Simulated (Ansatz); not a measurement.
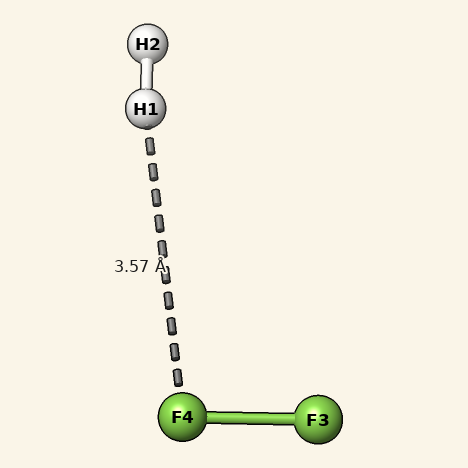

Two molecules or ions; the broken line marks their closest contact (measured against van der Waals radii). Geometry: a pair of rigid molecules at a changed separation. Program: Ansatz 0.2.0.

Question: Which two species are they?

Answer: H2 and F2 (`FF.[H][H]`).

Give the counterpoise-corrected interaction energy (kcal/mol, monomers kept as in the pair) with RHF-CCSD(T) (frozen core)/def2-TZVPPD; PBE-D4/def2-TZVPPD; ωB97M-V/def2-TZVPPD.

| level | interaction energy (kcal/mol) |
| --- | --- |
| RHF-CCSD(T) (frozen core)/def2-TZVPPD | −0.1 |
| PBE-D4/def2-TZVPPD | −0.1 |
| ωB97M-V/def2-TZVPPD | −0.1 |
